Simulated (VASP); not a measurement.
Band structure of BAs (space group P6_3mc). These are PBEsol GGA, VASP's PBE PAW potentials (set 64) (plane waves; VASP) values and carry that method's errors.

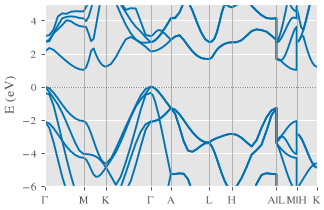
Fig. 1. Bands along high-symmetry lines, zero at the valence-band maximum or, without a gap, the Fermi level

Read the plot: is there a gap, and where are the band edges?

The gap is indirect, 1.01 eV, from the valence maximum at Γ to the conduction minimum at M. (Edges off the drawn lines would not show.)

The structure comes from a computed database's BAs entry (P6_3mc); how it stands against other phases isn't given here. It was relaxed first.
